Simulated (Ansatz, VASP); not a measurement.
**MnS: VASP beside Ansatz**

Aim: how closely do two programs agree when they are given the same cell, functional and k mesh?

Method: plane waves, with VASP 6.6.1 beside it; relaxation of cell and atoms at r2SCAN, in Ansatz 0.2.0.

The database entry behind the starting cell differs from later determinations by our own check (an axis about 0.2 % short against later determinations), so it need not match the best structure at ambient conditions.

## Step 1: Set-up

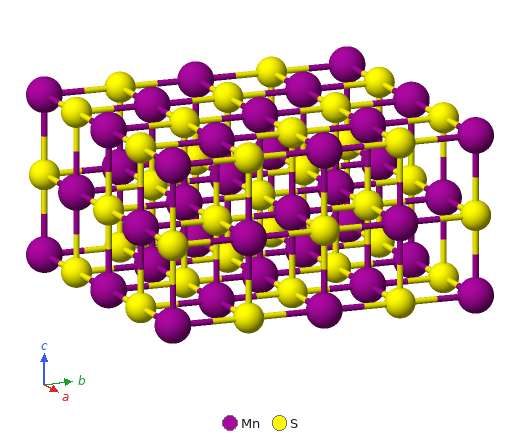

The starting structure, seen slightly off an axis (manganese purple, sulfur yellow). 2×2×1 cells are drawn. This picture shows the conventional cell, with its axes. Some periodic images of atoms are drawn too.

## Step 2: VASP: relaxation of cell and atoms, r2SCAN

The relaxed volume is the usual yardstick between codes: its relative difference is about their pressure difference at one cell divided by the bulk modulus.

Lines of VASP's logs that name or quote its potential files are left out, and so is its time.

File INCAR:

```
SYSTEM = MnS
PREC = Accurate
ENCUT = 400
EDIFF = 1E-06
NELM = 100
ISMEAR = 0
SIGMA = 0.05
LREAL = .FALSE.
ALGO = Normal
METAGGA = R2SCAN
LASPH = .TRUE.
NBANDS = 16
ISPIN = 2
MAGMOM = 4 0
LMAXMIX = 4
LORBIT = 11
LWAVE = .FALSE.
LCHARG = .FALSE.
KPAR = 2
IBRION = 2
NSW = 60
ISIF = 3
EDIFFG = -0.01
```

File POSCAR:

```
MnS
1.0
    0.0000000000      2.6045000000      2.6045000000
    2.6045000000      0.0000000000      2.6045000000
    2.6045000000      2.6045000000      0.0000000000
Mn S
1 1
Direct
    0.0000000000      0.0000000000      0.0000000000
    0.5000000000      0.5000000000      0.5000000000
```

File KPOINTS:

```
Automatic mesh
0
Gamma
7 7 7
0 0 0
```

PAW data sets: Mn_pv and S (PBE family, release 64).

Started as:

```console
$ mpirun -np 2 vasp_std
```

Numbers of over 12 decimals in the logs are rounded to 6 here.

The log of the run:

```text
[banner, memory and clock lines left out]
running    2 mpi-ranks, on    1 nodes
 distrk:  each k-point on    1 cores,    2 groups
 distr:  one band on    1 cores,    1 groups

 POSCAR found type information on POSCAR MnS
 POSCAR found :  2 types and       2 ions
|                                                                             |
|               ----> ADVICE to this user running VASP <----                  |
|                                                                             |
|     You enforced a specific xc type in the INCAR file but a different       |
|     [... a line on the potential file left out ...]
|     I HOPE YOU KNOW WHAT YOU ARE DOING!                                     |
|                                                                             |

 LDA part: xc-table for (None), standard interpolation
 POSCAR, INCAR and KPOINTS ok, starting setup
 FFT: planning ... GRIDC
 FFT: planning ... GRID_SOFT
 FFT: planning ... GRID
 WAVECAR not read
 entering main loop
       N       E                     dE             d eps       ncg     rms          rms(c)
DAV:   1     0.111882096699E+03    0.11188E+03   -0.96379E+03  1336   0.104E+03
DAV:   2    -0.238069504885E+02   -0.13569E+03   -0.12895E+03  1488   0.300E+02
DAV:   3    -0.290679538330E+02   -0.52610E+01   -0.52388E+01  1560   0.663E+01
DAV:   4    -0.291302549082E+02   -0.62301E-01   -0.62295E-01  1544   0.739E+00
DAV:   5    -0.291315803156E+02   -0.13254E-02   -0.13254E-02  1520   0.109E+00    0.120E+01
DAV:   6    -0.247497893451E+02    0.43818E+01   -0.12492E+01  1296   0.433E+01    0.147E+01
DAV:   7    -0.248812799177E+02   -0.13149E+00   -0.93080E-01  1280   0.102E+01    0.829E+00
DAV:   8    -0.248723584932E+02    0.89214E-02   -0.13095E-01  1328   0.494E+00    0.466E+00
DAV:   9    -0.248766359078E+02   -0.42774E-02   -0.75628E-02  1400   0.325E+00    0.871E-01
DAV:  10    -0.248754662916E+02    0.11696E-02   -0.19484E-02  1336   0.180E+00    0.261E-01
DAV:  11    -0.248758102177E+02   -0.34393E-03   -0.10568E-03  1304   0.317E-01    0.147E-01
DAV:  12    -0.248758607904E+02   -0.50573E-04   -0.12148E-04  1456   0.149E-01    0.735E-02
DAV:  13    -0.248758845202E+02   -0.23730E-04   -0.18549E-05  1488   0.469E-02    0.485E-02
DAV:  14    -0.248759014511E+02   -0.16931E-04   -0.68058E-06  1408   0.278E-02    0.141E-02
DAV:  15    -0.248759037383E+02   -0.22871E-05   -0.31445E-06  1344   0.146E-02    0.602E-03
DAV:  16    -0.248759056613E+02   -0.19230E-05   -0.39461E-07   648   0.485E-03    0.149E-03
DAV:  17    -0.248759055239E+02    0.13734E-06   -0.29435E-08   640   0.175E-03
   1 F= -.24875906E+02 E0= -.24875423E+02  d E =-.248759E+02  mag=     4.9652
 curvature:   0.00 expect dE= 0.000E+00 dE for cont linesearch  0.000E+00
 trial: gam= 0.00000 g(F)=  0.147E-64 g(S)=  0.650E-04 ort = 0.000E+00 (trialstep = 0.100E+01)
 search vector abs. value=  0.650E-04
 bond charge predicted
       N       E                     dE             d eps       ncg     rms          rms(c)
DAV:   1    -0.248769779899E+02   -0.10723E-02   -0.19235E-02  1280   0.200E+00    0.333E-01
DAV:   2    -0.248758087921E+02    0.11692E-02   -0.26973E-03  1280   0.854E-01    0.294E-01
DAV:   3    -0.248760081029E+02   -0.19931E-03   -0.30469E-04  1328   0.164E-01    0.803E-02
DAV:   4    -0.248759864518E+02    0.21651E-04   -0.30762E-05  1440   0.503E-02    0.435E-02
DAV:   5    -0.248759615973E+02    0.24854E-04   -0.16674E-05  1384   0.266E-02    0.201E-02
DAV:   6    -0.248759668284E+02   -0.52310E-05   -0.49650E-06  1392   0.281E-02    0.153E-02
DAV:   7    -0.248759570113E+02    0.98170E-05   -0.15542E-06   984   0.142E-02    0.225E-03
DAV:   8    -0.248759559604E+02    0.10509E-05   -0.82182E-08   640   0.276E-03    0.105E-03
DAV:   9    -0.248759559828E+02   -0.22400E-07   -0.25108E-08   640   0.142E-03
   2 F= -.24875956E+02 E0= -.24875475E+02  d E =-.504589E-04  mag=     4.9651
 trial-energy change:   -0.000050  1 .order   -0.000020   -0.000065    0.000024
 step:   0.9043(harm=  0.7297)  dis= 0.00000  next Energy=   -24.875957 (dE=-0.516E-04)
 reached required accuracy - stopping structural energy minimisation
```

From OUTCAR (step 2):

```text
ion  position               nearest neighbor table
   1  0.000  0.000  0.000-   2 2.60   2 2.60   2 2.60   2 2.60   2 2.60   2 2.60
   2  0.500  0.500  0.500-   1 2.60   1 2.60   1 2.60   1 2.60   1 2.60   1 2.60

  LATTYP: Found a face centered cubic cell.
 ALAT       =     5.2090000000

 Subroutine GETGRP returns: Found 48 space group operations
 (whereof 48 operations were pure point group operations)

The static configuration has the point symmetry O_h .

 Found     20 irreducible k-points:

   k-points           NKPTS =     20   k-points in BZ     NKDIM =     20   number of bands    NBANDS=     16

   dimension x,y,z NGX =    24 NGY =   24 NGZ =   24
   dimension x,y,z NGXF=    48 NGYF=   48 NGZF=   48

   ENCUT  =  400.0 eV  29.40 Ry    5.42 a.u.   6.01  6.01  6.01*2*pi/ulx,y,z

   NELECT =      19.0000    total number of electrons

 k-points in reciprocal lattice and weights: Automatic mesh
   0.00000000  0.00000000  0.00000000       0.003
   0.14285714  0.00000000  0.00000000       0.023
   0.28571429  0.00000000  0.00000000       0.023
   0.42857143  0.00000000  0.00000000       0.023
   0.14285714  0.14285714  0.00000000       0.017
   0.28571429  0.14285714  0.00000000       0.070
   0.42857143  0.14285714  0.00000000       0.070
  -0.42857143  0.14285714  0.00000000       0.070
  -0.28571429  0.14285714  0.00000000       0.070
[...]
-0.42857143  0.42857143  0.14285714       0.070
  -0.28571429  0.42857143  0.14285714       0.070

 average (electrostatic) potential at core
       1 -73.8520       2 -87.9226

 E-fermi :   6.6501

 spin component 1
 k-point     1 :       0.0000    0.0000    0.0000
  band No.  band energies     occupation
    ...
      8       2.6935      1.00000
      9       2.6935      1.00000
     10       4.6111      1.00000
     11       4.6111      1.00000
     12       4.6111      1.00000
     13       8.7836      0.00000
     14      15.4944      0.00000
     15      15.4944      0.00000
     16      15.4944      0.00000

 k-point     2 :       0.1429    0.0000    0.0000
  band No.  band energies     occupation
    ...
      8       2.7118      1.00000
      9       2.7119      1.00000
     10       3.8157      1.00000
     11       5.1287      1.00000
     12       5.1288      1.00000
     13       9.8923      0.00000
     14      14.2363      0.00000
     15      15.2757      0.00000
     16      15.2758      0.00000

 k-point     3 :       0.2857    0.0000    0.0000
  band No.  band energies     occupation
    ...
      8       2.9032      1.00000
      9       2.9032      1.00000
     10       3.4693      1.00000
     11       5.9912      1.00000
     12       5.9913      1.00000
     13      10.5225      0.00000
     14      13.6904      0.00000
     15      13.6904      0.00000
     16      14.1942      0.00000

 k-point     4 :       0.4286    0.0000    0.0000
  band No.  band energies     occupation
    ...
      8       3.0659      1.00000
      9       3.0659      1.00000
     10       3.5176      1.00000
     11       6.6114      0.86277
     12       6.6115      0.86260
     13       9.9119      0.00000
     14      12.4893      0.00000
     15      12.4893      0.00000
     16      15.4440      0.00000

 k-point     5 :       0.1429    0.1429    0.0000
  band No.  band energies     occupation
    ...
      8       2.5330      1.00000
      9       2.7363      1.00000
     10       4.5589      1.00000
     11       4.5589      1.00000
     12       4.6430      1.00000
     13      10.4155      0.00000
     14      14.1441      0.00000
     15      14.5184      0.00000
     16      15.4648      0.00000

 k-point     6 :       0.2857    0.1429    0.0000
  band No.  band energies     occupation
    ...
      8       2.7047      1.00000
      9       2.9229      1.00000
     10       3.6970      1.00000
     11       4.8915      1.00000
     12       5.5844      1.00000
     13      11.2947      0.00000
     14      12.6593      0.00000
     15      13.6866      0.00000
     16      15.0593      0.00000

  Total        0.0111028      0.0111028      0.0111028      0.0000000      0.0000000      0.0000000
  in kB        0.5045270      0.5045270      0.5045270      0.0000000      0.0000000      0.0000000
  external PRESSURE =       0.5045270 kB  Pullay stress =       0.0000000 kB

  energy-cutoff  :      400.00
  volume of cell :       35.26
      direct lattice vectors                 reciprocal lattice vectors
    -0.000000000  2.602616520  2.602616520    -0.192114357  0.192114357  0.192114357
     2.602616520  0.000000000  2.602616520     0.192114357 -0.192114357  0.192114357
     2.602616520  2.602616520  0.000000000     0.192114357  0.192114357 -0.192114357

 POSITION                                       TOTAL-FORCE (eV/Angst)
 -----------------------------------------------------------------------------------
      2.60262      5.20523      2.60262         0.000000     -0.000000     -0.000000
      2.60262      2.60262      2.60262         0.000000      0.000000      0.000000
 -----------------------------------------------------------------------------------
    total drift:                               -0.000000     -0.000000      0.000000

  FREE ENERGIE OF THE ION-ELECTRON SYSTEM (eV)
  ---------------------------------------------------
  free  energy   TOTEN  =       -24.8759559828 eV

  energy  without entropy=      -24.8749939249  energy(sigma->0) =      -24.87547495

 reached required accuracy - stopping structural energy minimisation

 total charge
# of ion       s       p       d       tot
------------------------------------------
    1        0.220   6.162   4.899  11.281
    2        1.310   2.477   0.000   3.787
--------------------------------------------------
tot          1.530   8.639   4.899  15.068

 magnetization (x)
# of ion       s       p       d       tot
------------------------------------------
    1        0.051   0.037   4.400   4.488
    2        0.030   0.106   0.000   0.135
--------------------------------------------------
tot          0.080   0.143   4.400   4.623

[... 6 further parts left out ...]
```

CONTCAR:

```
MnS
   1.00000000000000
    -0.0000000000000000    2.6026165195591160    2.6026165195591160
     2.6026165195591160    0.0000000000000000    2.6026165195591160
     2.6026165195591160    2.6026165195591160    0.0000000000000000
  Mn              S
     1     1
Direct
     1.0000000000000000    0.0000000000000000    1.0000000000000000
     0.5000000000000000    0.5000000000000000    0.5000000000000000
```

(Continued in part 2 of 2.)

[Lines on the potential files, build, host, timing and source positions are cut from VASP's logs without a mark.]

[Logs are printed without paths, hosts, clocks, repeated set-up lines and the standing remarks that a program may print on its own settings, such as how far it seeks lower states.]

[Hosts, paths, dates, database ids (printed as entryN), source tags and the programs' standing remarks are cut or masked in the printed files.]
